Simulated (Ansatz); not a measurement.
## Electronic structure of CH$_{5}$Al···H$_{2}$ in real space

The calculation's input:

```
crystal:
  periodic: [false, false, false]
  atoms:
    - { symbol: Al, position_ang: [0.0, 0.0, 0.0] }
    - { symbol: C, position_ang: [0.0, 0.0, 2.32] }
    - { symbol: H, position_ang: [-0.9996, -0.3092, 2.6905] }
    - { symbol: H, position_ang: [0.7676, -0.7111, 2.6905] }
    - { symbol: H, position_ang: [0.232, 1.0203, 2.6905] }
    - { symbol: H, position_ang: [1.351, 0.0, -0.78] }
    - { symbol: H, position_ang: [-1.351, 0.0, -0.78] }
    - { symbol: H, position_ang: [-0.2382, -1.749, 0.5865] }
    - { symbol: H, position_ang: [-0.19, -1.3947, 1.5677] }
basis:
  gaussian: { orbitals: cc-pVDZ }
hamiltonian:
  xc: pbe0
relax:
  f_tol: 0.15
  max_steps: 25
  restrain:
    - { distance: [0, 7], at: 2.76, k: 30.0 }
    - { distance: [8, 1], at: 2.31, k: 30.0 }
    - { distance: [0, 1], at: 1.97, k: 30.0 }
    - { distance: [8, 7], at: 0.66, k: 30.0 }
output:
  orbitals: {}
```

Command:

```sh
ansatz run input.yaml --threads 1 --pin off --max-ram 2048MiB --backend cpu --events-out ev --progress --plain --runs-dir out
```

The fields are those of the run's last geometry, not of the input's.

Not at a stationary point (largest force 1.8 eV/Å).

All numbers below come from RKS PBE0/cc-pVDZ in Ansatz 0.2.0.

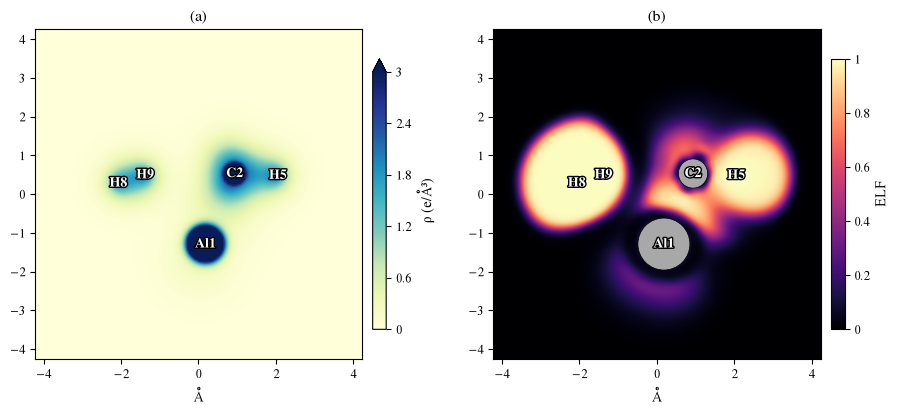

Figure 1. (a) electron density; (b) ELF on the plane of atoms Al1, C2 and H5. Grey discs cover the atomic cores in the ELF map.

> Describe what can be read from this map.

Atoms in the plane: Al, C and H.
Al1···H9 (2.38 Å): the density falls to about 0.1 e/Å³ on the way; the ELF climbs to about 1 towards the hydrogen.
C–Al (1.97 Å): ρ is about 0.67 e/Å³ halfway; the ELF peaks at about 0.95 in the valence shell of C, 0.7 Å from its nucleus, and is about 0.85 at the midpoint.
H–H (0.72 Å): the density is about 1.8 e/Å³ at the midpoint; the ELF is about 1 at the midpoint; a covalent bond by its length.
C–H (1.11 Å): the density is about 1.8 e/Å³ at the midpoint; the ELF climbs to about 1 towards the hydrogen: an ordinary covalent bond to hydrogen.

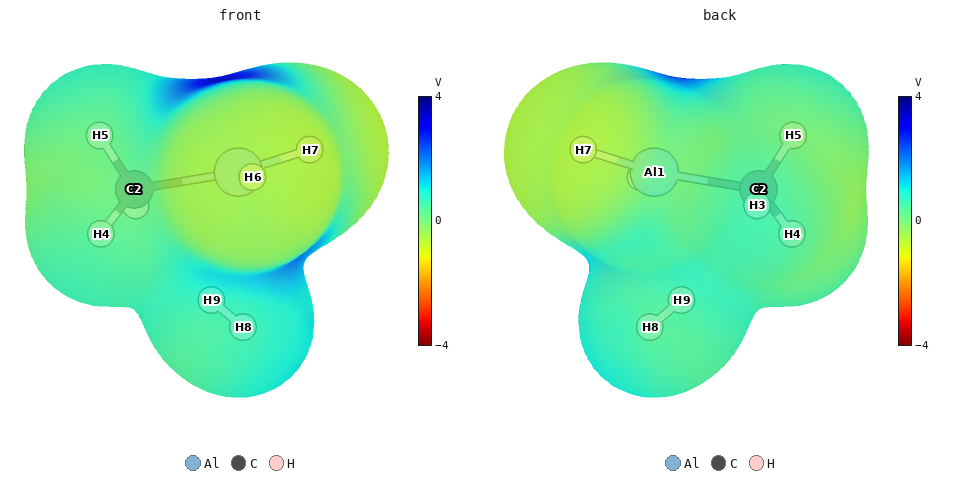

Figure 2. The molecular electrostatic potential painted on the density surface at 0.002 e/bohr³, seen from the front and from behind; red is negative and blue positive.

> Where is the surface potential most negative and most positive?

The most negative region (about −0.6 V, or −14 kcal/mol for a unit charge) lies over H6 and H7, the most positive (about +3.3 V, or +76 kcal/mol for a unit charge) over Al1.

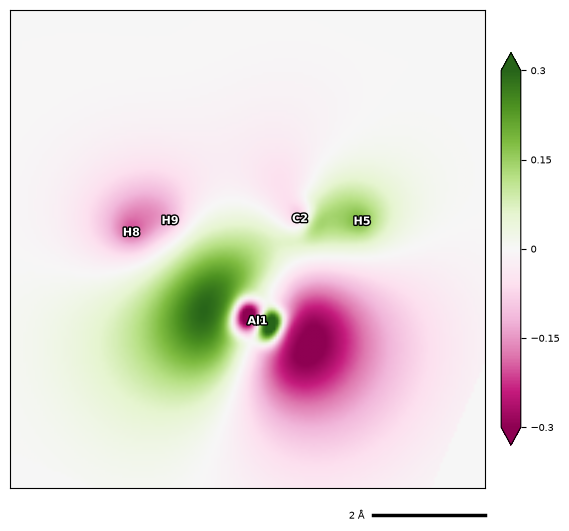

Figure 3. One frontier orbital on the plane of atoms Al1, C2 and H5 (values in Å⁻³ᐟ²; the overall sign is arbitrary).

> Which orbital is it: HOMO or LUMO?

The LUMO, at −0.94 eV. It lies mainly on Al1 (about 75 %).
